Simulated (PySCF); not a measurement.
# C₅H₇F: NMR shifts, electronic excitations and K edges in gas and solvents

Aim: compute the NMR shifts, electronic excitations and K edges of C₅H₇F (`FC=C1CCC1`), and see what a dielectric continuum does where one was used.

The runs use PySCF 2.14.0, with density-fitted response routines of our own; the level of theory stands in each step. All values are computed, except where a source is named. Atoms are numbered from 0 throughout.

## Step 1: The starting structure

13 atoms, charge 0, multiplicity 1; geometry from: GFN2-xTB. The atoms were then displaced at random by about 0.01 Å, so the start is not that level's minimum.

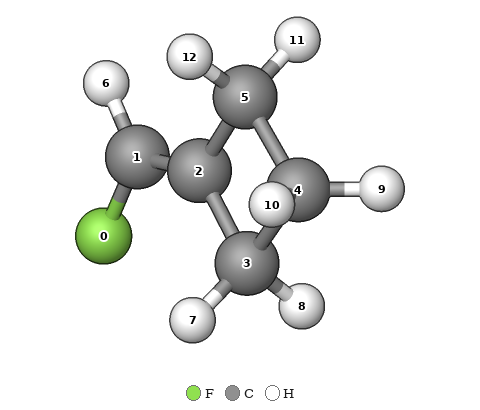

The starting geometry (fluorine green, carbon grey, hydrogen white), atoms numbered.

## Step 2: Relaxing the molecule at PBE0-D3(BJ)/def2-SVP

What the job is given:

```
{"job": {"xc": "PBE0", "basis": "def2-SVP", "d3": "d3bj", "grid": 1, "shake": 0.01, "kind": "geom"}, "charge": 0, "multiplicity": 1}
F      2.501960     1.272630     0.805480
C      1.931200     0.158100     0.307110
C      0.622300     0.044720     0.093130
C     -0.502290     0.963000     0.287670
C     -1.447450    -0.164210    -0.261820
C     -0.217590    -1.063900    -0.428610
H      2.691310    -0.598920     0.122450
H     -0.701020     1.251010     1.321720
H     -0.502240     1.871700    -0.293300
H     -1.954040     0.088810    -1.170240
H     -2.185570    -0.528730     0.471670
H      0.011370    -1.355160    -1.447140
H     -0.242110    -1.955940     0.181550
```

The run is started by

```bash
> OMP_NUM_THREADS=1 python probes_run.py task.json out
```

This one command runs all jobs of the session in turn.

Standard output:

```text
step   0  E = -293.98715937  max force = 0.037386
step   1  E = -293.99107560  max force = 0.003293
step   2  E = -293.99100231  max force = 0.005332
step   3  E = -293.99118107  max force = 0.000917
step   4  E = -293.99119020  max force = 0.000479
step   5  E = -293.99119720  max force = 0.000429
optimisation converged
```

Wall time 28 s (1 thread of Intel Xeon Platinum 8488C, shared host); peak memory 0.52 GiB.

Relaxation path: (the energy doesn't fall at every step)

| step | energy from step 0 (eV) | largest force component (eV/Å) |
| --- | --- | --- |
| 0 | 0.0000 | 1.9225 |
| 1 | -0.1066 | 0.1693 |
| 2 | -0.1046 | 0.2742 |
| 3 | -0.1094 | 0.0472 |
| 4 | -0.1097 | 0.0246 |
| 5 | -0.1099 | 0.0221 |

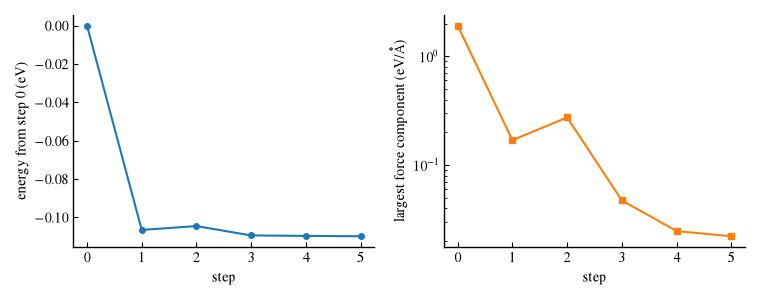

Energy and largest force along the relaxation.

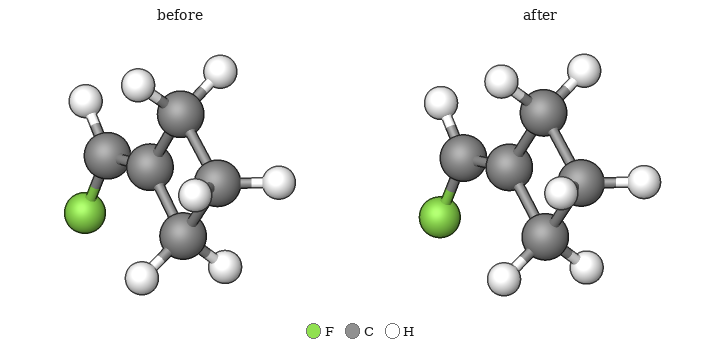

Before and after, at one scale.

Close pairs (by a distance rule), those that changed most:

| bond | before (Å) | after (Å) | change (Å) |
| --- | --- | --- | --- |
| C2–C3 | 1.465 | 1.509 | +0.044 |
| C4–H9 | 1.070 | 1.099 | +0.029 |
| C2–C5 | 1.485 | 1.513 | +0.027 |
| C3–H8 | 1.079 | 1.102 | +0.023 |
| C5–H12 | 1.081 | 1.102 | +0.021 |
| C3–C4 | 1.570 | 1.551 | -0.020 |
| C4–C5 | 1.533 | 1.552 | +0.019 |
| C5–H11 | 1.084 | 1.102 | +0.018 |

The next job starts from the end point, and lists it.

| at the end point | value |
| --- | --- |
| point group (found at 0.08 Å tolerance) | Cs |
| rotational constants (GHz, main isotopes) | 9.301, 2.294, 1.907 |
| dipole moment (D) | 1.59 |

## Step 3: Shielding tensors: PBE0/pcSseg-1 in acetone

What the job is given:

```
{"job": {"kind": "nmr", "xc": "PBE0", "basis": "pcSseg-1", "solvent": "acetone", "pop": true}, "charge": 0, "multiplicity": 1}
F      2.576998     1.051627     1.204536
C      2.071443    -0.054883     0.651317
C      0.782339    -0.166393     0.359873
C     -0.398942     0.757560     0.526944
C     -1.299249    -0.355210    -0.069545
C     -0.059365    -1.273761    -0.234304
H      2.823981    -0.829526     0.476663
H     -0.618800     1.038020     1.569463
H     -0.344194     1.685447    -0.065081
H     -1.792594    -0.085026    -1.014063
H     -2.063910    -0.742305     0.618146
H      0.186272    -1.540319    -1.274969
H     -0.085866    -2.203929     0.355981
```

With the program's defaults for keys left out, this is: GIAO PBE0/pcSseg-1 NMR shielding, non-relativistic, IEF-PCM acetone.

Standard output:

```text
coarse grid: 10856 points
cycle   1  E = -294.0858969991  dE =  7.403e-01  |g| = 4.449e-01  |ddm| = 3.234e+00
cycle   2  E = -294.0648383675  dE =  2.106e-02  |g| = 5.677e-01  |ddm| = 7.169e-01
cycle   3  E = -294.1243893208  dE = -5.955e-02  |g| = 6.740e-02  |ddm| = 4.177e-01
cycle   4  E = -294.1252503612  dE = -8.610e-04  |g| = 3.106e-02  |ddm| = 7.134e-02
cycle   5  E = -294.1254485374  dE = -1.982e-04  |g| = 8.434e-03  |ddm| = 2.784e-02
cycle   6  E = -294.1254615602  dE = -1.302e-05  |g| = 2.868e-03  |ddm| = 9.024e-03
cycle   7  E = -294.1254633817  dE = -1.822e-06  |g| = 2.997e-04  |ddm| = 2.542e-03
final grid: 105248 points
cycle   8  E = -294.1688571746  dE = -2.860e-05  |g| = 6.875e-03  |ddm| = 3.089e-02
cycle   9  E = -294.1688519402  dE =  5.234e-06  |g| = 8.596e-03  |ddm| = 1.339e-02
cycle  10  E = -294.1688689210  dE = -1.698e-05  |g| = 1.301e-03  |ddm| = 7.362e-03
cycle  11  E = -294.1688692558  dE = -3.349e-07  |g| = 1.956e-04  |ddm| = 1.147e-03
cycle  12  E = -294.1688692636  dE = -7.733e-09  |g| = 8.830e-05  |ddm| = 1.969e-04
cycle  13  E = -294.1688692651  dE = -1.555e-09  |g| = 1.554e-05  |ddm| = 7.162e-05
cycle  14  E = -294.1688692652  dE = -3.763e-11  |g| = 5.821e-06  |ddm| = 1.505e-05
converged SCF energy = -294.1688692652

GIAO shielding tensors (ppm)
atom      isotropic    diamagn.    paramagn.     s11        s22        s33       span
  0 F      318.544     472.654    -154.110    241.749    281.852    432.031    190.282
  1 C       33.230     246.784    -213.554    -61.895     79.731     81.856    143.751
  2 C       56.286     261.700    -205.414    -38.330     64.219    142.971    181.301
  3 C      158.744     246.461     -87.717    150.822    152.559    172.850     22.028
  4 C      167.007     249.380     -82.374    159.211    161.131    180.679     21.468
  5 C      158.827     246.820     -87.993    146.891    156.171    173.419     26.528
  6 H       24.478      28.775      -4.297     22.015     23.881     27.537      5.523
  7 H       28.415      29.168      -0.753     24.946     26.924     33.375      8.428
  8 H       28.410      29.405      -0.995     24.932     26.909     33.390      8.458
  9 H       29.188      29.409      -0.221     26.343     26.511     34.709      8.366
 10 H       29.199      29.112       0.087     26.370     26.529     34.699      8.329
 11 H       28.422      29.118      -0.696     25.132     26.393     33.740      8.608
 12 H       28.432      28.874      -0.442     25.140     26.396     33.760      8.620
```

Wall time 14 s (1 thread of Intel Xeon Platinum 8488C, shared host); peak memory 0.78 GiB.

The references, computed at this level on geometries of the same kind, shield at (ppm): 1H TMS 31.24, 13C TMS 185.4, 19F CFCl3 180.4. Their shielding less the atom's gives the shift. The references are single molecules in the same continuum, so shifts against H2O, NH3, PH3, H3PO4 or CFCl3 are not on the usual liquid scales and can be off by tens of ppm. Atoms listed in one row are averaged.

| atoms | environment | σ (ppm) | δ (ppm) |
| --- | --- | --- | --- |
| C1 | alkene CH | 33.2 | 152.2 |
| C2 | fully substituted alkene carbon | 56.3 | 129.1 |
| C3 | allylic sp3 CH2 | 158.7 | 26.7 |
| C5 | allylic sp3 CH2 | 158.8 | 26.6 |
| C4 | sp3 CH2 in a ring | 167.0 | 18.4 |
| H6 | hydrogen on an alkene CH | 24.48 | 6.76 |
| H7, H8 | hydrogen on an allylic sp3 CH2 | 28.41 | 2.83 |
| H11, H12 | hydrogen on an allylic sp3 CH2 | 28.43 | 2.81 |
| H9, H10 | hydrogen on an sp3 CH2 in a ring | 29.19 | 2.05 |
| F0 | vinylic fluorine | 318.5 | -138.1 |

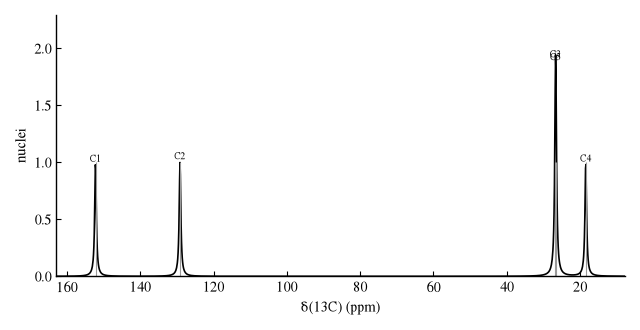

13C lines at the computed shifts, without couplings. Lines are broadened to a width of 0.54 ppm (Lorentzian).

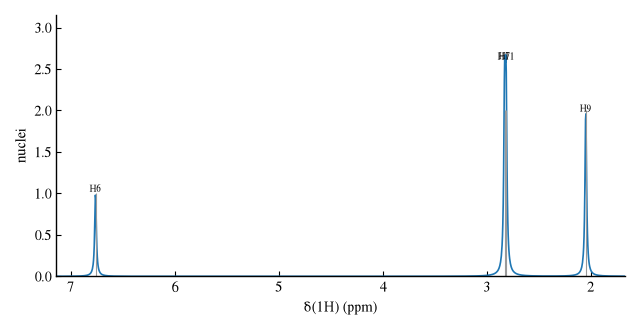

1H lines at the computed shifts, without couplings. Lines are broadened to a width of 0.02 ppm (Lorentzian).

The run also stored atomic charges by several schemes (e):

```
atoms  Mulliken    IAO  Hirshfeld  ESP fit
   F0     -0.30  -0.29      -0.11    -0.13
   C1      0.28   0.10       0.01    -0.24
   C2     -0.41  -0.05      -0.03     0.13
   C3     -0.14  -0.27      -0.07    -0.17
   C4     -0.26  -0.26      -0.06    -0.06
   C5     -0.13  -0.27      -0.07    -0.19
```

ESP fit charges:

F0 -0.13; C1 -0.24; C2 0.13; C3 -0.17; C4 -0.06; C5 -0.19; H6 0.20; H7 0.09; H8 0.09; H9 0.05; H10 0.06; H11 0.08; H12 0.09

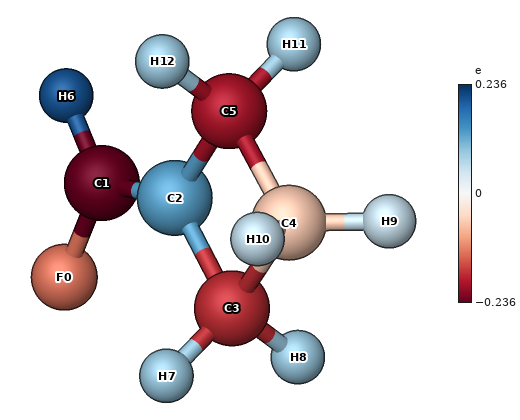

ESP fit charges, as colours on the atoms.

Mayer bond orders: F0–C1 0.93, C1–C2 1.86, C2–C3 1.00, C3–C4 1.03, C4–C5 1.03, C5–C2 1.00.

Ring of atoms C2, C3, C4, C5: NICS(0) 2.2, NICS(1) 0.0, NICS(1)zz 3.3 ppm (means of both faces).

## Step 4: TDDFT and polarisability: B3LYP/def2-SVPD

Same as in step 3 but for these lines:

```diff
@@ -1,2 +1,2 @@
-{"job": {"kind": "nmr", "xc": "PBE0", "basis": "pcSseg-1", "solvent": "acetone", "pop": true}, "charge": 0, "multiplicity": 1}
+{"job": {"kind": "uv", "xc": "B3LYP", "basis": "def2-SVPD", "dynamic": true, "nstates": 6, "ntriplets": 0}, "charge": 0, "multiplicity": 1}
 F      2.576998     1.051627     1.204536
```

Method: TDDFT B3LYP/def2-SVPD, vertical, gas phase, core orbitals frozen in the response.

Standard output:

```text
coarse grid: 10856 points
cycle   1  E = -294.2316324671  dE =  6.576e-01  |g| = 4.628e-01  |ddm| = 5.809e+00
cycle   2  E = -294.1865701317  dE =  4.506e-02  |g| = 6.640e-01  |ddm| = 1.541e+00
cycle   3  E = -294.2770026559  dE = -9.043e-02  |g| = 8.704e-02  |ddm| = 9.103e-01
cycle   4  E = -294.2784838168  dE = -1.481e-03  |g| = 4.370e-02  |ddm| = 2.020e-01
cycle   5  E = -294.2789031316  dE = -4.193e-04  |g| = 1.180e-02  |ddm| = 5.685e-02
cycle   6  E = -294.2789288626  dE = -2.573e-05  |g| = 4.441e-03  |ddm| = 2.303e-02
cycle   7  E = -294.2789333160  dE = -4.453e-06  |g| = 3.752e-04  |ddm| = 8.108e-03
final grid: 105248 points
cycle   8  E = -294.3312323894  dE = -3.744e-05  |g| = 4.937e-03  |ddm| = 1.549e-01
cycle   9  E = -294.3312269651  dE =  5.424e-06  |g| = 7.045e-03  |ddm| = 1.943e-02
cycle  10  E = -294.3312380996  dE = -1.113e-05  |g| = 1.124e-03  |ddm| = 9.927e-03
cycle  11  E = -294.3312383863  dE = -2.867e-07  |g| = 1.683e-04  |ddm| = 1.551e-03
cycle  12  E = -294.3312383911  dE = -4.836e-09  |g| = 1.005e-04  |ddm| = 3.428e-04
cycle  13  E = -294.3312383932  dE = -2.095e-09  |g| = 1.759e-05  |ddm| = 1.579e-04
cycle  14  E = -294.3312383933  dE = -6.298e-11  |g| = 5.639e-06  |ddm| = 5.116e-05
converged SCF energy = -294.3312383933

Static polarisability (au): isotropic 60.169, principal 46.347 58.702 75.456

Singlet excitations
state   eV       nm        f      main configurations
  1   6.2227    199.2   0.00082   H->L+1 0.93
  2   6.5333    189.8   0.24047   H->L 0.93
  3   6.6149    187.4   0.00284   H->L+2 0.91
  4   6.8265    181.6   0.00331   H->L+3 0.96
  5   7.5313    164.6   0.00119   H->L+4 0.92
  6   7.6786    161.5   0.00124   H-1->L 0.79, H-2->L 0.16
```

Run time: 21 s. Hardware: 1 thread of Intel Xeon Platinum 8488C, shared host; peak memory 0.76 GiB.

Frontier orbitals and where they lie:

```csv
orbital,eV,atoms
HOMO−3,-9.77,"C4 32 %, H10 14 %, H9 13 %"
HOMO−2,-9.16,"C4 25 %, C3 17 %, C2 16 %"
HOMO−1,-8.92,"C5 23 %, C3 23 %, C4 16 %"
HOMO,-6.68,"C2 31 %, C1 31 %, F0 14 %"
LUMO,-0.03,"C1 25 %, C2 25 %, F0 8 %"
LUMO+1,0.48,"C4 14 %, C3 14 %, C5 12 %"
LUMO+2,0.89,"C1 15 %, F0 13 %, C5 10 %"
```

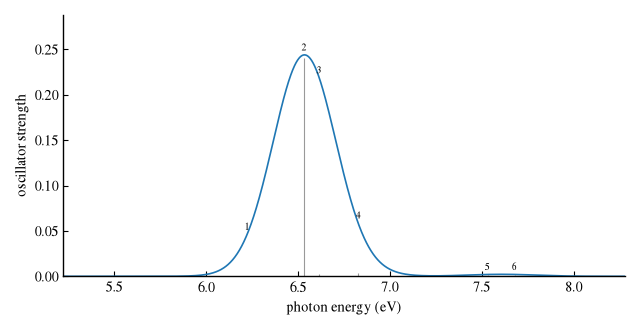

Absorption spectrum from the 6 singlet states computed; above the last one it falls off for lack of states. Lines are broadened to a width of 0.40 eV (Gaussian).

Further results of this job:

| property | computed |
| --- | --- |
| dipole moment (D) | 1.79 |
| polarisability (Å³) | 8.92 |
| HOMO–LUMO gap (eV) | 6.66 |
| −ε(HOMO) (eV) | 6.68 |
| C6 with itself (au) | 1535 |

## Step 5: Excited states and response: B3LYP/def2-SVPD in acetone

Same as in step 4 but for these lines:

```diff
@@ -1,2 +1,2 @@
-{"job": {"kind": "uv", "xc": "B3LYP", "basis": "def2-SVPD", "dynamic": true, "nstates": 6, "ntriplets": 0}, "charge": 0, "multiplicity": 1}
+{"job": {"kind": "uv", "xc": "B3LYP", "basis": "def2-SVPD", "solvent": "acetone", "nstates": 6, "ntriplets": 0}, "charge": 0, "multiplicity": 1}
 F      2.576998     1.051627     1.204536
```

With the program's defaults for keys left out, this is: TDDFT B3LYP/def2-SVPD, vertical, IEF-PCM acetone (non-equilibrium linear response), core orbitals frozen in the response.

Standard output:

```text
coarse grid: 10856 points
cycle   1  E = -294.2374190676  dE =  6.522e-01  |g| = 4.534e-01  |ddm| = 5.823e+00
cycle   2  E = -294.2006414171  dE =  3.678e-02  |g| = 6.273e-01  |ddm| = 1.596e+00
cycle   3  E = -294.2810184020  dE = -8.038e-02  |g| = 7.577e-02  |ddm| = 8.403e-01
cycle   4  E = -294.2821470410  dE = -1.129e-03  |g| = 3.452e-02  |ddm| = 1.685e-01
cycle   5  E = -294.2824059591  dE = -2.589e-04  |g| = 1.003e-02  |ddm| = 4.568e-02
cycle   6  E = -294.2824241575  dE = -1.820e-05  |g| = 3.926e-03  |ddm| = 2.073e-02
cycle   7  E = -294.2824276039  dE = -3.446e-06  |g| = 3.718e-04  |ddm| = 6.641e-03
final grid: 105248 points
cycle   8  E = -294.3347001335  dE = -3.773e-05  |g| = 4.931e-03  |ddm| = 1.557e-01
cycle   9  E = -294.3346954153  dE =  4.718e-06  |g| = 6.858e-03  |ddm| = 1.910e-02
cycle  10  E = -294.3347058682  dE = -1.045e-05  |g| = 9.773e-04  |ddm| = 9.346e-03
cycle  11  E = -294.3347060726  dE = -2.044e-07  |g| = 1.531e-04  |ddm| = 1.258e-03
cycle  12  E = -294.3347060766  dE = -4.076e-09  |g| = 8.728e-05  |ddm| = 3.229e-04
cycle  13  E = -294.3347060783  dE = -1.669e-09  |g| = 1.511e-05  |ddm| = 1.577e-04
cycle  14  E = -294.3347060784  dE = -4.638e-11  |g| = 5.404e-06  |ddm| = 4.210e-05
converged SCF energy = -294.3347060784

Static polarisability (au): isotropic 79.128, principal 62.505 76.869 98.011

Singlet excitations
state   eV       nm        f      main configurations
  1   6.2112    199.6   0.00311   H->L+1 0.96
  2   6.4969    190.8   0.30647   H->L 0.95
  3   6.7171    184.6   0.00125   H->L+2 0.92
  4   7.0074    176.9   0.00460   H->L+3 0.95
  5   7.5802    163.6   0.00243   H-1->L 0.72, H->L+4 0.17, H-2->L 0.08
  6   7.6383    162.3   0.00025   H->L+4 0.79, H-1->L 0.18
```

Wall time 18 s (1 thread of Intel Xeon Platinum 8488C, shared host); peak memory 0.85 GiB.

This run: HOMO -6.64 eV, LUMO 0.09 eV; lowest singlet 6.21 eV.

## Step 6: Core excitations: BHandHLYP/aug-pcX-1+pcseg-1

Same as in step 5 but for these lines:

```diff
@@ -1,2 +1,2 @@
-{"job": {"kind": "uv", "xc": "B3LYP", "basis": "def2-SVPD", "solvent": "acetone", "nstates": 6, "ntriplets": 0}, "charge": 0, "multiplicity": 1}
+{"job": {"kind": "xas", "xc": "BHandHLYP", "basis": {"default": "aug-pcX-1", "H": "pcseg-1"}}, "charge": 0, "multiplicity": 1}
 F      2.576998     1.051627     1.204536
```

Level: core-valence-separated TDA BHandHLYP/aug-pcX-1 H:pcseg-1, K edges, non-relativistic, gas phase.

Standard output:

```text
coarse grid: 10856 points
cycle   1  E = -294.2488529821  dE =  8.985e-01  |g| = 4.444e-01  |ddm| = 4.776e+00
cycle   2  E = -294.2590341787  dE = -1.018e-02  |g| = 4.376e-01  |ddm| = 9.258e-01
cycle   3  E = -294.2886038762  dE = -2.957e-02  |g| = 5.383e-02  |ddm| = 3.809e-01
cycle   4  E = -294.2891556670  dE = -5.518e-04  |g| = 1.127e-02  |ddm| = 8.788e-02
cycle   5  E = -294.2891753738  dE = -1.971e-05  |g| = 6.605e-03  |ddm| = 2.498e-02
cycle   6  E = -294.2891847879  dE = -9.414e-06  |g| = 1.291e-03  |ddm| = 7.866e-03
final grid: 105248 points
cycle   7  E = -294.3259327933  dE = -7.885e-05  |g| = 2.608e-03  |ddm| = 6.638e-02
cycle   8  E = -294.3259332199  dE = -4.266e-07  |g| = 1.579e-03  |ddm| = 7.129e-03
cycle   9  E = -294.3259337365  dE = -5.166e-07  |g| = 3.932e-04  |ddm| = 2.984e-03
cycle  10  E = -294.3259337647  dE = -2.823e-08  |g| = 1.212e-04  |ddm| = 5.712e-04
cycle  11  E = -294.3259337668  dE = -2.102e-09  |g| = 1.459e-05  |ddm| = 9.439e-05
cycle  12  E = -294.3259337669  dE = -5.662e-11  |g| = 7.253e-06  |ddm| = 4.763e-05
converged SCF energy = -294.3259337669

C K edge
   eV          f      from atoms
  283.058   0.05763   C2
  284.824   0.06381   C1
  285.525   0.01714   C5
  285.527   0.00352   C3
  285.688   0.01106   C4
  285.745   0.01856   C4
  285.855   0.01881   C5 C3
  285.857   0.00352   C3 C5
  286.337   0.01185   C4
  286.345   0.01726   C2
  286.524   0.01385   C5
  286.598   0.01174   C3
  286.761   0.00110   C2
  286.834   0.00563   C4
  286.928   0.00287   C2
  286.965   0.01731   C3
  286.965   0.00549   C5
  286.999   0.00638   C3
  287.145   0.00809   C4
  287.165   0.01878   C5
  287.217   0.04246   C1
  287.394   0.01568   C3
  287.428   0.00076   C2
  287.526   0.00329   C2

F K edge
   eV          f      from atoms
  686.027   0.01018   F0
  686.099   0.01835   F0
  687.296   0.01248   F0
  687.968   0.00540   F0
  688.151   0.00392   F0
  688.344   0.00007   F0
  688.465   0.00594   F0
  688.546   0.00045   F0
```

Run time: 20 s. Hardware: 1 thread of Intel Xeon Platinum 8488C, shared host; peak memory 0.94 GiB.

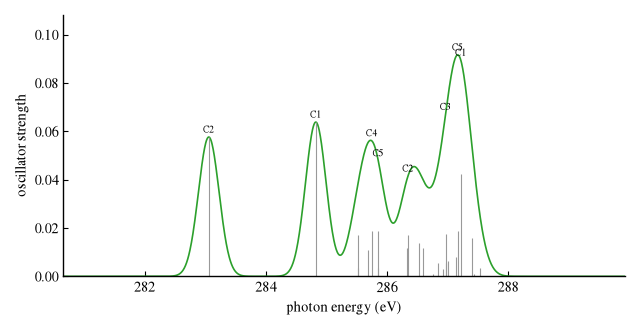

The C K edge. Lines are broadened to a width of 0.40 eV (Gaussian).

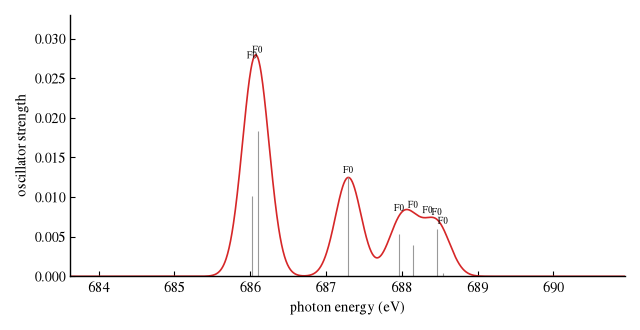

The F K edge. Lines are broadened to a width of 0.40 eV (Gaussian).

## Step 7: Comparing the runs: electronic excitations

Excitations and ground-state properties, with basis size and wall time:

```
                       run  lowest singlet (eV)  brightest (eV)      f  gap (eV)  α (Å³)  μ (D)  functions  time
           B3LYP/def2-SVPD                 6.22            6.53  0.240      6.66    8.92   1.79        179  21 s
B3LYP/def2-SVPD in acetone                 6.21            6.50  0.306      6.73   11.73   2.28        179  18 s
```

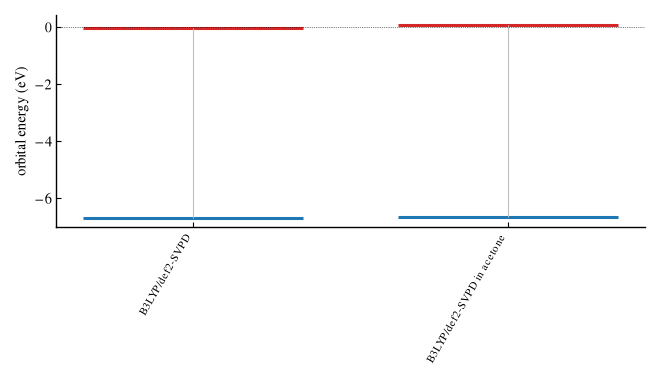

HOMO (blue) and LUMO (red) run by run.

## Step 8: What came out

| quantity | value |
| --- | --- |
| point group | Cs |
| rotational constants (main isotopes) | 9.30, 2.29, 1.91 GHz |
| 13C shifts against TMS (PBE0/pcSseg-1, acetone) | 152.2, 129.1, 26.7, 26.6, 18.4 ppm |
| 1H shifts against TMS (PBE0/pcSseg-1, acetone, means over atoms taken as alike) | 6.76, 2.83, 2.81, 2.05 ppm |
| 19F shifts against CFCl3 (PBE0/pcSseg-1, acetone) | -138.1 ppm |
| lowest singlet (B3LYP/def2-SVPD) | 6.22 eV (199 nm), f = 0.001 |
| brightest single state of those computed | state 2, 6.53 eV, f = 0.240 |
| C K edge | first line 283.06 eV, strongest 284.82 eV (f = 0.064) |
| F K edge | first line 686.03 eV, strongest 686.10 eV (f = 0.018) |
| range of the lowest singlet | 6.21 to 6.22 eV |

What this shows: Relaxing lowered the energy by 0.110 eV in 5 steps; the close pair that moved most is C2–C3, from 1.465 to 1.509 Å. H6 (hydrogen on an alkene CH) lies farthest downfield among hydrogen, at 6.76 ppm; attached to an sp2 carbon and in the plane of the double bond. The first singlet state (HOMO→LUMO+1 0.93) lies at 6.22 eV and is dark; of the 6 states computed, the strongest absorption comes from state 2 at 6.53 eV. At the C edge the strongest single line lifts a 1s electron of C1 into several orbitals, led by LUMO+1 (weight 0.40), 1.8 eV above the first line. At the F edge the strongest single line lifts a 1s electron of F0 into several orbitals, led by LUMO+3 (weight 0.21), 0.1 eV above the first line. Absolute edge energies from this method are off by several eV; spacings are better. The lowest singlet runs from 6.21 eV (B3LYP/def2-SVPD in acetone) to 6.22 eV (B3LYP/def2-SVPD), while the orbital gap spans 6.66 to 6.73 eV. The lowest state need not be the same one in every run.
